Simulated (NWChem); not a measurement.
**N2H4 (SMILES NN): SVWN5/def2-SVP**

Aim: the vertical ionisation energy of N2H4 at SVWN5/def2-SVP, from 2 runs. 

The results are computed with NWChem 7.3.0.

6 further runs of the same task are left out: 5 that didn't finish, 1 set aside as unsound or not needed.

### 1 Starting point

N2H4: 6 atoms, total charge 0, spin state singlet. As SMILES, `NN`. The coordinates come from a PBE0-D4/def2-TZVP relaxation. This is one conformer, not always the lowest.

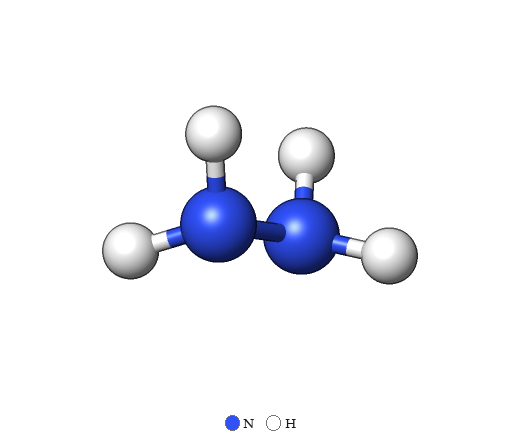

The structure, seen from a chosen angle (nitrogen blue, hydrogen white).

### 2 The energy at SVWN5/def2-SVP

mymol.nw reads:

```
start mymol
title "H4N2"
memory 2200 mb
charge 0

geometry units au noautosym nocenter noautoz
N     -0.25530200    -1.32602082     0.37019735
N      0.84527450     1.10322211     0.16988638
H     -2.03372326    -1.39386199    -0.34109557
H      0.82902285    -2.55528767    -0.60981462
H      0.19634254     2.08758045    -1.34113863
H      0.41857434     2.08417894     1.75196509
end

basis spherical bse
* library def2-SVP
end

dft
xc slater vwn_5
grid xcoarse
convergence energy 1e-08
iterations 100
mulliken
print low
end

task dft
```

On the command line:

```bash
nwchem mymol.nw > mymol.out
```

Standard output:

```text
[...]
 d= 0,ls=0.0,diis     1   -110.8275002511 -1.53D+02  1.22D-02  3.91D-01     0.1
[...]
 d= 0,ls=0.0,diis     8   -110.8537395225 -8.32D-11  1.37D-07  6.35D-11     0.6
         Total DFT energy =     -110.853739522481
      One electron energy =     -233.842514455871
           Coulomb energy =       95.532935379758
    Exchange-Corr. energy =      -14.377871457476
 Nuclear repulsion energy =       41.833711011109
[...]
      Total Density - Mulliken Population Analysis
     ---------------------------------------------
    Atom       Charge   Shell Charges
 -----------   ------   -------------------------------------------------------
    1 N    7     7.24   1.98  0.99  0.43  2.44  1.37  0.03
    2 N    7     7.24   1.98  0.99  0.43  2.44  1.37  0.03
    3 H    1     0.89   0.71  0.14  0.04
    4 H    1     0.87   0.70  0.12  0.04
    5 H    1     0.89   0.71  0.14  0.04
    6 H    1     0.87   0.70  0.12  0.04
[...]
```

Wall time 1.2 s (1 thread of Intel Xeon 6975P-C (Granite Rapids), shared host); peak memory 0.1 GiB.

### 3 The doublet cation

struct.nw reads:

```
start struct
memory total 2200 mb
charge 1
geometry noautosym nocenter noautoz
   N    -0.135100   -0.701700    0.195900
   N     0.447300    0.583800    0.089900
   H    -1.076200   -0.737600   -0.180500
   H     0.438700   -1.352200   -0.322700
   H     0.103900    1.104700   -0.709700
   H     0.221500    1.102900    0.927100
end
basis spherical bse
   * library def2-SVP
end
dft
   xc slater vwn_5
   mult 2
   grid xcoarse
   convergence energy 1e-08
   iterations 100
   mulliken
   print low
end
task dft
```

On the command line:

```bash
nwchem struct.nw > struct.out
```

Standard output:

```text
[...]
 d= 0,ls=0.0,diis     1   -110.4185485349 -1.52D+02  1.12D-02  2.53D-01     0.1
[...]
 d= 0,ls=0.5,diis    94   -110.5014588122 -7.60D-09  1.14D-06  1.46D-05     7.3
[...]
         Total DFT energy =     -110.501459137639
      One electron energy =     -227.618838762253
           Coulomb energy =       89.294273111546
    Exchange-Corr. energy =      -14.010607533333
 Nuclear repulsion energy =       41.833714046401
[...]
      Total Density - Mulliken Population Analysis
     ---------------------------------------------
    Atom       Charge   Shell Charges
 -----------   ------   -------------------------------------------------------
    1 N    7     6.99   1.98  1.03  0.40  2.39  1.15  0.03
    2 N    7     7.00   1.98  1.03  0.40  2.40  1.15  0.03
    3 H    1     0.77   0.67  0.06  0.04
    4 H    1     0.74   0.65  0.05  0.04
    5 H    1     0.77   0.67  0.06  0.04
    6 H    1     0.74   0.65  0.05  0.04
[...]
      <S2> =      0.7511 (Exact =     0.7500)
[...]
```

It took 8.1 s on 1 thread of Intel Xeon 6975P-C (Granite Rapids), shared host; peak memory 0.1 GiB.

### 4 Outcome

At SVWN5/def2-SVP:

| quantity | value |
| --- | --- |
| singlet N2H4: total energy | -110.85374 Eh |
| doublet cation: total energy | -110.50146 Eh |
| doublet cation: ⟨S²⟩ | 0.751 |
| vertical ionisation energy (to the doublet cation) | 9.586 eV |

Removing an electron at fixed nuclei costs 9.59 eV (221 kcal/mol). Mulliken charges (singlet N2H4) run from -0.24 on N1 to +0.13 on H4; they depend strongly on the basis. Mulliken charges (doublet cation) run from +0.00 on N2 to +0.26 on H4; they depend strongly on the basis.
